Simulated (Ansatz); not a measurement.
We consider pyrite PtSb₂, described by r²SCAN (plane waves, PAW; Ansatz, a first-principles code).

Settings: plane-wave cutoff 560 eV, 6×6×6 k mesh, Fermi–Dirac smearing 0.01 eV, scalar-relativistic PAW data made under PBE.

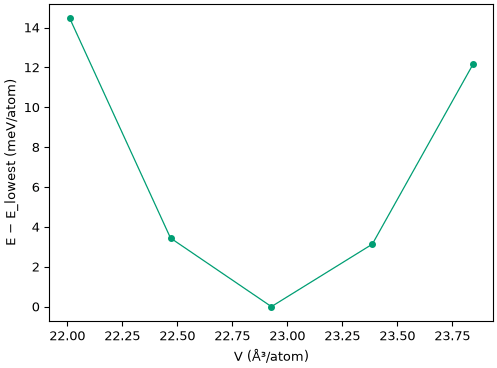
Total energy against volume

Problem. From the curve, estimate the equilibrium volume and the bulk modulus.

Solution. V0 ≈ 22.9 Å³/atom and B0 ≈ 120 GPa; the fit gives V0 = 22.929 Å³/atom, B0 = 116 GPa, B′ = 5.3.

Shape and atoms are relaxed at each volume.

Measured, for comparison: equilibrium volume per atom 22.26 Å³/atom (temperature not stated, no zero-point or thermal correction; as tabulated in Saeed et al. (2013), arXiv:1402.4256). Computed (rounded) less measured: equilibrium volume per atom +3.0 %.

Note: the gap of the solid is closed in this run; this level leaves the solid without a gap, although one is measured; the bulk modulus comes from volumes at which shape and atoms were relaxed.

Spin–orbit coupling is not included; it can open a gap where bands touch, and shift volumes and moduli.

Static lattice: no zero-point or thermal effects.
